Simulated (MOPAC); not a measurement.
**Run report: CH$_{4}$FGeS (charge +1), geometry relaxation (part 3 of 3)**

Continued. System: CH$_{4}$FGeS, charge +1. Method: AM1, closed shell (MOPAC 23.2.5). The starting geometry was optimised with AM1.

Geometry of the input (Å):
```
C  -0.0829  1.2396  -0.6158
Ge 0.5082  -0.5866  -0.1772
F  1.8477  -0.4500  0.8582
S  -1.1164  -2.0038  0.6490
H  -0.9614  1.1997  -1.2874
H  -0.3523  1.7663  0.3210
H  0.7470  1.7758  -1.1154
H  -0.3366  -2.6969  1.4676
```

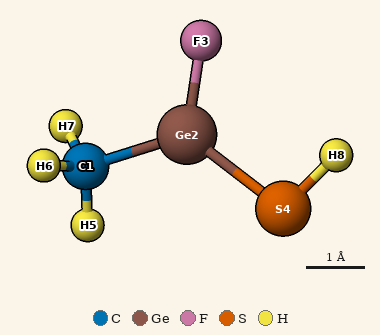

**Figure 1.** The geometry at step 47 of the log (ball-and-stick view, seen at a tilt; atoms are numbered from 1 in the order of the input).

**Trajectory as extended XYZ, continued**
```
8
Properties=species:S:1:pos:R:3:forces:R:3 step=36 energy=6.01799
C    -0.0184    1.2853   -0.7541   -0.0036  -0.0023  -0.0047
Ge    0.3592   -0.4222    0.1491    0.0017  -0.0046  -0.0006
F     1.9441   -0.5770    0.6273    0.0052   0.0016   0.0012
S    -1.0745   -2.1471    0.5891    0.0082  -0.0073   0.0084
H    -0.8404    1.1645   -1.4903   -0.0076   0.0107  -0.0039
H    -0.3204    2.0490   -0.0046   -0.0043   0.0016   0.0005
H     0.8938    1.6432   -1.2773    0.0096  -0.0009   0.0023
H    -0.2491   -3.0057    1.2062   -0.0091   0.0011  -0.0031
8
Properties=species:S:1:pos:R:3:forces:R:3 step=37 energy=6.01795
C    -0.0172    1.2855   -0.7550    0.0009   0.0055  -0.0051
Ge    0.3574   -0.4216    0.1505   -0.0093  -0.0047  -0.0134
F     1.9431   -0.5757    0.6248    0.0179  -0.0005   0.0079
S    -1.0735   -2.1490    0.5901   -0.0102   0.0019   0.0009
H    -0.8375    1.1690   -1.4940    0.0028   0.0035   0.0033
H    -0.3188    2.0500   -0.0062   -0.0079   0.0028   0.0035
H     0.8987    1.6409   -1.2740    0.0008  -0.0032  -0.0013
H    -0.2492   -3.0089    1.2041    0.0049  -0.0055   0.0042
8
Properties=species:S:1:pos:R:3:forces:R:3 step=38 energy=6.01793
C    -0.0175    1.2856   -0.7547    0.0001   0.0018  -0.0036
Ge    0.3580   -0.4221    0.1496   -0.0047  -0.0036  -0.0085
F     1.9434   -0.5757    0.6259    0.0116   0.0000   0.0052
S    -1.0739   -2.1485    0.5902   -0.0058   0.0004   0.0008
H    -0.8384    1.1685   -1.4930    0.0008   0.0048   0.0013
H    -0.3193    2.0494   -0.0053   -0.0064   0.0026   0.0026
H     0.8976    1.6418   -1.2744    0.0022  -0.0018  -0.0011
H    -0.2493   -3.0082    1.2046    0.0022  -0.0043   0.0034
8
Properties=species:S:1:pos:R:3:forces:R:3 step=39 energy=6.01792
C    -0.0181    1.2862   -0.7540   -0.0026  -0.0036   0.0012
Ge    0.3591   -0.4234    0.1468    0.0037  -0.0005   0.0047
F     1.9436   -0.5751    0.6281   -0.0013   0.0000  -0.0023
S    -1.0744   -2.1478    0.5907    0.0001  -0.0012  -0.0003
H    -0.8398    1.1696   -1.4913   -0.0013   0.0056  -0.0025
H    -0.3202    2.0478   -0.0022   -0.0019   0.0006  -0.0017
H     0.8960    1.6438   -1.2741    0.0037   0.0010  -0.0003
H    -0.2509   -3.0065    1.2085   -0.0004  -0.0020   0.0013
8
Properties=species:S:1:pos:R:3:forces:R:3 step=40 energy=6.01791
C    -0.0176    1.2864   -0.7543   -0.0003  -0.0018   0.0005
Ge    0.3584   -0.4232    0.1473    0.0024  -0.0009   0.0018
F     1.9432   -0.5750    0.6272   -0.0001  -0.0004  -0.0014
S    -1.0741   -2.1485    0.5910   -0.0008  -0.0004   0.0005
H    -0.8386    1.1709   -1.4924   -0.0002   0.0034  -0.0015
H    -0.3196    2.0484   -0.0029   -0.0025   0.0009  -0.0006
H     0.8976    1.6430   -1.2734    0.0015   0.0004   0.0000
H    -0.2502   -3.0073    1.2082    0.0000  -0.0013   0.0008
8
Properties=species:S:1:pos:R:3:forces:R:3 step=41 energy=6.01791
C    -0.0167    1.2871   -0.7546    0.0014   0.0023   0.0003
Ge    0.3572   -0.4229    0.1478   -0.0006  -0.0003  -0.0021
F     1.9424   -0.5746    0.6261    0.0009  -0.0008   0.0000
S    -1.0736   -2.1499    0.5918   -0.0008   0.0012   0.0001
H    -0.8364    1.1740   -1.4946    0.0021  -0.0014   0.0015
H    -0.3188    2.0498   -0.0040   -0.0017  -0.0020  -0.0004
H     0.9005    1.6419   -1.2717   -0.0015   0.0005   0.0002
H    -0.2485   -3.0090    1.2074    0.0001   0.0006   0.0003
8
Properties=species:S:1:pos:R:3:forces:R:3 step=42 energy=6.01790
C    -0.0171    1.2869   -0.7544    0.0006  -0.0003   0.0004
Ge    0.3578   -0.4231    0.1473    0.0012  -0.0002   0.0001
F     1.9428   -0.5747    0.6267   -0.0003  -0.0006  -0.0009
S    -1.0738   -2.1494    0.5915   -0.0006   0.0005   0.0002
H    -0.8374    1.1730   -1.4936    0.0008   0.0001  -0.0001
H    -0.3192    2.0490   -0.0033   -0.0018  -0.0002   0.0001
H     0.8992    1.6426   -1.2722    0.0002   0.0008  -0.0001
H    -0.2495   -3.0081    1.2085    0.0000   0.0000   0.0002
8
Properties=species:S:1:pos:R:3:forces:R:3 step=43 energy=6.01790
C    -0.0172    1.2868   -0.7543    0.0000  -0.0001   0.0005
Ge    0.3579   -0.4232    0.1472    0.0007  -0.0001   0.0003
F     1.9428   -0.5747    0.6268    0.0000  -0.0006  -0.0009
S    -1.0739   -2.1493    0.5914   -0.0006   0.0005   0.0003
H    -0.8376    1.1729   -1.4935    0.0008   0.0001  -0.0002
H    -0.3194    2.0489   -0.0031   -0.0015  -0.0003  -0.0001
H     0.8990    1.6428   -1.2723    0.0005   0.0007   0.0001
H    -0.2498   -3.0078    1.2090    0.0001   0.0000   0.0000
8
Properties=species:S:1:pos:R:3:forces:R:3 step=44 energy=6.01790
C    -0.0172    1.2869   -0.7543   -0.0001  -0.0001   0.0000
Ge    0.3580   -0.4232    0.1471    0.0000   0.0000   0.0000
F     1.9429   -0.5747    0.6268    0.0003  -0.0006  -0.0008
S    -1.0739   -2.1492    0.5914   -0.0003   0.0005   0.0005
H    -0.8376    1.1730   -1.4935    0.0011  -0.0004  -0.0001
H    -0.3196    2.0487   -0.0030   -0.0014   0.0000   0.0003
H     0.8989    1.6430   -1.2722    0.0004   0.0004   0.0003
H    -0.2500   -3.0077    1.2094    0.0000   0.0001  -0.0002
8
Properties=species:S:1:pos:R:3:forces:R:3 step=45 energy=6.01790
C    -0.0172    1.2869   -0.7543   -0.0004   0.0006  -0.0003
Ge    0.3580   -0.4233    0.1471   -0.0013   0.0002  -0.0005
F     1.9429   -0.5748    0.6268    0.0011  -0.0006  -0.0006
S    -1.0739   -2.1493    0.5913    0.0000   0.0007   0.0007
H    -0.8375    1.1731   -1.4936    0.0015  -0.0009   0.0002
H    -0.3199    2.0486   -0.0029   -0.0011  -0.0002   0.0004
H     0.8989    1.6433   -1.2720    0.0002   0.0000   0.0007
H    -0.2501   -3.0075    1.2098   -0.0001   0.0003  -0.0005
8
Properties=species:S:1:pos:R:3:forces:R:3 step=46 energy=6.01790
C    -0.0173    1.2869   -0.7543   -0.0005   0.0015  -0.0013
Ge    0.3581   -0.4233    0.1471   -0.0030   0.0006  -0.0017
F     1.9430   -0.5749    0.6266    0.0022  -0.0006  -0.0001
S    -1.0739   -2.1492    0.5913    0.0007   0.0008   0.0011
H    -0.8372    1.1732   -1.4941    0.0021  -0.0019   0.0006
H    -0.3207    2.0483   -0.0029   -0.0009  -0.0002   0.0009
H     0.8989    1.6439   -1.2715   -0.0002  -0.0008   0.0014
H    -0.2504   -3.0073    1.2105   -0.0004   0.0005  -0.0009
8
Properties=species:S:1:pos:R:3:forces:R:3 step=47 energy=6.01790
C    -0.0173    1.2869   -0.7542   -0.0009   0.0045  -0.0034
Ge    0.3582   -0.4234    0.1470   -0.0077   0.0015  -0.0044
F     1.9431   -0.5752    0.6260    0.0053  -0.0007   0.0011
S    -1.0740   -2.1492    0.5915    0.0022   0.0013   0.0020
H    -0.8354    1.1732   -1.4961    0.0038  -0.0041   0.0020
H    -0.3237    2.0474   -0.0029   -0.0001  -0.0007   0.0014
H     0.8995    1.6459   -1.2690   -0.0015  -0.0027   0.0032
H    -0.2508   -3.0068    1.2120   -0.0010   0.0011  -0.0019
8
Properties=species:S:1:pos:R:3:forces:R:3 step=48 energy=6.01788
C    -0.0174    1.2872   -0.7537   -0.0014   0.0123  -0.0090
Ge    0.3585   -0.4236    0.1468   -0.0174   0.0036  -0.0108
F     1.9438   -0.5765    0.6235    0.0114  -0.0009   0.0037
S    -1.0745   -2.1488    0.5927    0.0059   0.0022   0.0040
H    -0.8282    1.1723   -1.5038    0.0091  -0.0087   0.0066
H    -0.3353    2.0439   -0.0034    0.0020  -0.0027   0.0015
H     0.9022    1.6530   -1.2592   -0.0070  -0.0080   0.0082
H    -0.2518   -3.0054    1.2155   -0.0026   0.0022  -0.0041
8
Properties=species:S:1:pos:R:3:forces:R:3 step=49 energy=6.01781
C    -0.0176    1.2874   -0.7529   -0.0009   0.0209  -0.0115
Ge    0.3587   -0.4237    0.1466   -0.0190   0.0037  -0.0133
F     1.9452   -0.5787    0.6185    0.0120  -0.0009   0.0046
S    -1.0754   -2.1473    0.5955    0.0068   0.0026   0.0047
H    -0.8131    1.1680   -1.5188    0.0149  -0.0078   0.0130
H    -0.3578    2.0373   -0.0051    0.0060  -0.0083  -0.0055
H     0.9078    1.6651   -1.2395   -0.0169  -0.0122   0.0123
H    -0.2524   -3.0047    1.2168   -0.0028   0.0020  -0.0044
8
Properties=species:S:1:pos:R:3:forces:R:3 step=50 energy=6.01817
C    -0.0176    1.2867   -0.7525    0.0123  -0.0615   0.0405
Ge    0.3573   -0.4228    0.1476    0.0602  -0.0151   0.0329
F     1.9464   -0.5789    0.6160   -0.0401   0.0007  -0.0153
S    -1.0762   -2.1432    0.6001   -0.0168  -0.0083  -0.0070
H    -0.7998    1.1531   -1.5262   -0.0489   0.0200  -0.0471
H    -0.3701    2.0344   -0.0109   -0.0235   0.0332   0.0206
H     0.9118    1.6640   -1.2254    0.0513   0.0374  -0.0358
H    -0.2460   -3.0133    1.1907    0.0055  -0.0063   0.0112
8
Properties=species:S:1:pos:R:3:forces:R:3 step=51 energy=6.01770
C    -0.0175    1.2877   -0.7521   -0.0003   0.0026   0.0020
Ge    0.3582   -0.4236    0.1464    0.0069  -0.0028   0.0025
F     1.9462   -0.5804    0.6144   -0.0041  -0.0004  -0.0022
S    -1.0761   -2.1450    0.5995   -0.0033   0.0012   0.0003
H    -0.7973    1.1600   -1.5321    0.0042   0.0054   0.0029
H    -0.3778    2.0321   -0.0085    0.0006  -0.0052  -0.0089
H     0.9134    1.6734   -1.2203   -0.0058   0.0013   0.0020
H    -0.2500   -3.0076    1.2082    0.0018  -0.0021   0.0015
8
Properties=species:S:1:pos:R:3:forces:R:3 step=52 energy=6.01767
C    -0.0175    1.2882   -0.7512   -0.0017   0.0239  -0.0066
Ge    0.3584   -0.4240    0.1458    0.0088  -0.0008   0.0030
F     1.9477   -0.5828    0.6088   -0.0068  -0.0005  -0.0032
S    -1.0772   -2.1432    0.6035   -0.0016  -0.0005  -0.0010
H    -0.7787    1.1553   -1.5497    0.0261   0.0122   0.0249
H    -0.4042    2.0240   -0.0110    0.0124  -0.0238  -0.0332
H     0.9199    1.6879   -1.1964   -0.0379  -0.0096   0.0141
H    -0.2499   -3.0077    1.2081    0.0005  -0.0010   0.0021
8
Properties=species:S:1:pos:R:3:forces:R:3 step=53 energy=6.01762
C    -0.0175    1.2882   -0.7514    0.0043   0.0095  -0.0004
Ge    0.3584   -0.4240    0.1458    0.0033   0.0002  -0.0010
F     1.9473   -0.5823    0.6100   -0.0029  -0.0008  -0.0017
S    -1.0770   -2.1438    0.6025    0.0000   0.0001   0.0005
H    -0.7824    1.1578   -1.5458    0.0073   0.0020   0.0053
H    -0.3984    2.0251   -0.0106    0.0024  -0.0059  -0.0095
H     0.9179    1.6855   -1.2013   -0.0144  -0.0048   0.0062
H    -0.2504   -3.0071    1.2100   -0.0002  -0.0003   0.0006
8
Properties=species:S:1:pos:R:3:forces:R:3 step=54 energy=6.01755
C    -0.0175    1.2885   -0.7505    0.0019   0.0059  -0.0006
Ge    0.3586   -0.4242    0.1454   -0.0023   0.0010  -0.0026
F     1.9482   -0.5840    0.6063    0.0017  -0.0010   0.0000
S    -1.0774   -2.1430    0.6044    0.0004   0.0005   0.0009
H    -0.7702    1.1559   -1.5560    0.0019  -0.0021   0.0009
H    -0.4144    2.0201   -0.0132   -0.0003  -0.0022  -0.0020
H     0.9205    1.6944   -1.1863   -0.0032  -0.0021   0.0036
H    -0.2512   -3.0060    1.2129   -0.0001   0.0000  -0.0003
8
Properties=species:S:1:pos:R:3:forces:R:3 step=55 energy=6.01758
C    -0.0174    1.2887   -0.7505   -0.0063  -0.0156   0.0056
Ge    0.3588   -0.4243    0.1455   -0.0224   0.0031  -0.0084
F     1.9478   -0.5839    0.6062    0.0203  -0.0029   0.0055
S    -1.0775   -2.1430    0.6044    0.0019   0.0012   0.0011
H    -0.7698    1.1562   -1.5557   -0.0100  -0.0062  -0.0101
H    -0.4143    2.0199   -0.0137   -0.0078   0.0120   0.0149
H     0.9197    1.6942   -1.1862    0.0249   0.0084  -0.0080
H    -0.2512   -3.0061    1.2130   -0.0007   0.0001  -0.0006
8
Properties=species:S:1:pos:R:3:forces:R:3 step=56 energy=6.01755
C    -0.0175    1.2886   -0.7505   -0.0004   0.0011  -0.0004
Ge    0.3585   -0.4240    0.1455    0.0009  -0.0003   0.0001
F     1.9481   -0.5842    0.6063   -0.0006  -0.0003  -0.0010
S    -1.0774   -2.1429    0.6045   -0.0007   0.0003   0.0004
H    -0.7700    1.1551   -1.5560    0.0004  -0.0004  -0.0001
H    -0.4146    2.0206   -0.0137   -0.0009  -0.0011  -0.0003
H     0.9205    1.6940   -1.1863    0.0010   0.0007   0.0010
H    -0.2508   -3.0065    1.2117    0.0002  -0.0001   0.0002
8
Properties=species:S:1:pos:R:3:forces:R:3 step=57 energy=6.01755
C    -0.0175    1.2887   -0.7506    0.0006   0.0007   0.0000
Ge    0.3585   -0.4241    0.1455    0.0002  -0.0002  -0.0002
F     1.9481   -0.5842    0.6064    0.0000  -0.0004  -0.0008
S    -1.0774   -2.1429    0.6046   -0.0002   0.0003   0.0005
H    -0.7700    1.1552   -1.5559    0.0004  -0.0003  -0.0007
H    -0.4146    2.0205   -0.0137   -0.0010  -0.0003   0.0001
H     0.9206    1.6941   -1.1862    0.0000   0.0003   0.0012
H    -0.2507   -3.0065    1.2116    0.0000   0.0001   0.0001
8
Properties=species:S:1:pos:R:3:forces:R:3 step=58 energy=6.01755
C    -0.0175    1.2887   -0.7506    0.0003   0.0001   0.0002
Ge    0.3585   -0.4241    0.1455    0.0000  -0.0001  -0.0002
F     1.9481   -0.5842    0.6064    0.0002  -0.0005  -0.0008
S    -1.0774   -2.1429    0.6046   -0.0002   0.0002   0.0004
H    -0.7700    1.1551   -1.5559    0.0006  -0.0001  -0.0007
H    -0.4146    2.0205   -0.0137   -0.0010  -0.0003   0.0000
H     0.9206    1.6941   -1.1862    0.0000   0.0005   0.0010
H    -0.2507   -3.0066    1.2114   -0.0001   0.0001   0.0001
```

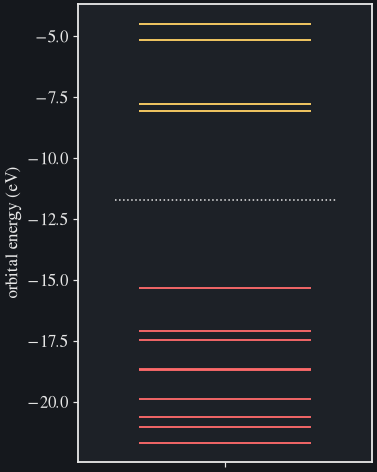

**Figure 2.** Orbital energies near the frontier; the dotted line parts filled from empty levels, and levels within 0.02 eV of each other stand side by side. Highest filled −15.35 eV, lowest empty −8.07 eV, 7.28 eV apart.

**Summary**

| quantity | value |
| --- | --- |
| outcome | converged |
| total energy | −34.439360 hartree |
| dispersion energy | 0.000000 hartree |
| heat of formation | 138.77 kcal/mol |
| basis functions | 20 |
| largest force | 0.001 eV/Å |
| HOMO | −15.35 eV |
| LUMO | −8.07 eV |
| hardware | 1 thread of Arm Neoverse V1, 24 GiB of memory available, shared host |
| peak memory | 0.074 GiB |

MOPAC's energies along a path are heats of formation.
